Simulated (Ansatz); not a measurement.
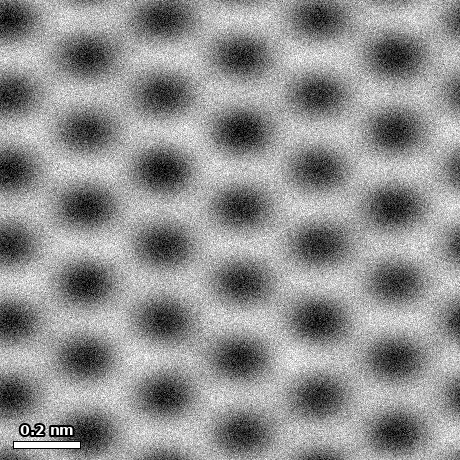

HRTEM-like image of Ru (P6_3/mmc, No. 194) along [101]. Simulated in the weak-phase-object approximation with neutral-atom potentials: 80 kV, Cs = 20 µm, defocus −110 Å (negative is underfocus), defocus spread 15 Å, aperture 0.78 1/Å. Shot noise and the speckle of an amorphous layer were added. Model: coordinates from a relaxation at fixed volume with DFT PBE, spin-orbit coupling, plane waves, PAW (Ansatz 0.2.0).

Do the atom columns appear dark or bright, and why?

Dark. With positive Cs and underfocus sin χ is negative over the pass band, so the strongest columns (Ru) come out darker than the background.

What point resolution do these settings give, and which lattice spacings pass?

About 1.3 Å (0.66 |Cs|^(1/4) λ^(3/4) with λ = 0.0418 Å). The spacings that carry visible contrast are {100} at 2.36 Å, {101} at 2.07 Å. Columns 0.79 Å apart are closer than that and merge.
